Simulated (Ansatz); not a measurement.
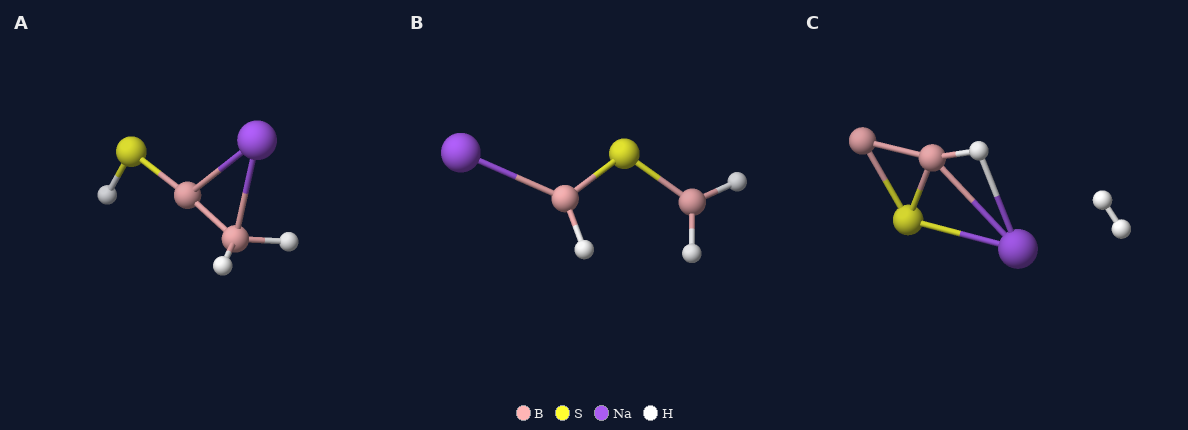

3 stationary structures of one formula. Geometries: PBE0-D4/def2-TZVP. Electronic energies: RHF-CCSD(T) (frozen core)/def2-TZVPP (Ansatz 0.2.0), without zero-point energy. No frequency run is at hand to confirm each as a minimum. Each is one conformer, not always the lowest.

Which structure is the most stable?

Answer. A is lowest (Cs); B lies 6.6 kcal/mol above it (Cs), C lies 56.8 kcal/mol above it.
